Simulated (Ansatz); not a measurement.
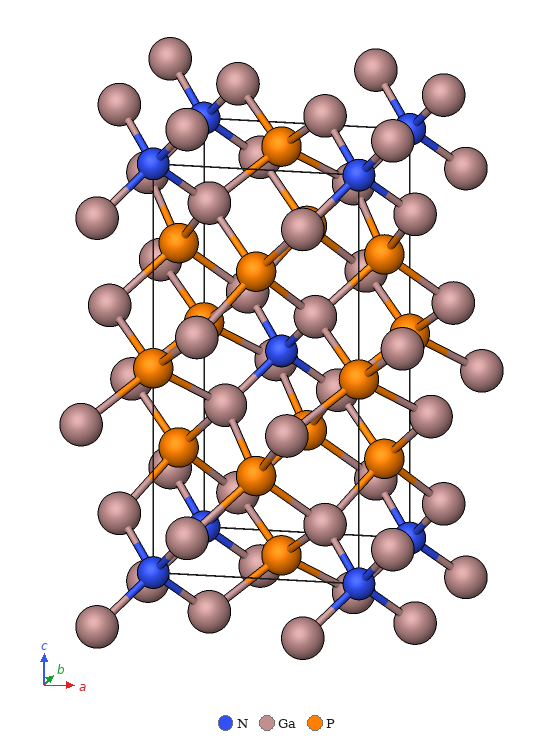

Crystal structure, ball-and-stick style, seen slightly off an axis. One conventional unit cell is framed, with atoms on its boundary repeated. Atoms of adjacent cells appear where they bond to atoms in the box.

Ga4P3N, space group I-42m (No. 121), a = 5.224 Å, b = 5.224 Å, c = 10.338 Å, α = 90.00°, β = 90.00°, γ = 90.00°. Starting structure: a structure type filled with these elements by a generator (whether the compound takes this form wasn't checked). Earlier steps of the study may have refined or changed the cell and positions. It was run through Ansatz as a DFT input.

This one geometry was computed with Ansatz (DFT, plane waves, PAW) at five levels of theory: PBE with spin-orbit coupling, PBE0, r2SCAN, HSE06 and PBE. It was relaxed beforehand with r2SCAN.

Which level gives the highest pressure at this volume, and what does that say about its equilibrium volume?

Highest: PBE with spin-orbit coupling (3.0 GPa) and PBE (3.0 GPa), which points to the largest equilibrium volume. Lowest, with the smallest volume: PBE0 (0.2 GPa), r2SCAN (0.0 GPa) and HSE06 (0.4 GPa). Levels within 0.5 GPa of each other can't be told apart.

How does the band gap change with the level of theory?

PBE with spin-orbit coupling: a gap of 0.88 eV, direct; PBE: a gap of 0.90 eV, direct; r2SCAN: a gap of 1.23 eV, direct; HSE06: a gap of 1.69 eV, direct; PBE0: a gap of 2.34 eV, direct.

Collect the results in a table.

| level | cutoff (eV) | k-mesh of the run's cell | gap (eV) | pressure (GPa) |
| --- | --- | --- | --- | --- |
| PBE with spin-orbit coupling | 420 | 8×8×8 | 0.88 | 3.0 |
| PBE0 | 420 | 4×4×4 | 2.34 | 0.2 |
| r2SCAN | 500 | 8×8×8 | 1.23 | 0.0 |
| HSE06 | 420 | 4×4×4 | 1.69 | 0.4 |
| PBE | 420 | 8×8×8 | 0.90 | 3.0 |

Gaps are taken on the k-mesh or band path of each run.
